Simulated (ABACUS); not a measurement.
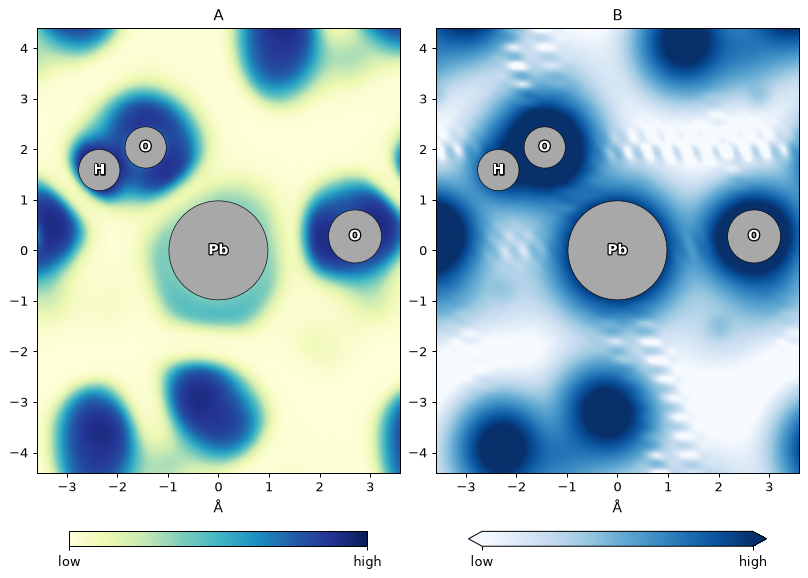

HPbNO4: 2 fields on the (010) plane of the conventional cell, with unlabelled colour scales. Grey discs cover the atomic cores.

Space group P2₁; a generated structure, not necessarily the stable one; changed on purpose from its base cell (strain along c = 0.06); not relaxed (largest force 1.2 eV/Å); computed pressure about −2 GPa in this cell.

All numbers below come from ABACUS 3.10.1, Kohn-Sham DFT of a periodic cell, PBE, PseudoDojo NC SR 0.4.1 PBE standard.

> Which field does each panel show? The fields are: electron localisation function and valence pseudo-density.

Panel A: electron localisation function. Panel B: valence pseudo-density. From the grid: O–H (1.02 Å): ρ at the midpoint is about 3.2 e/Å³; the ELF climbs to about 1 towards the hydrogen, as it does in any bond to H: an ordinary covalent bond to hydrogen.
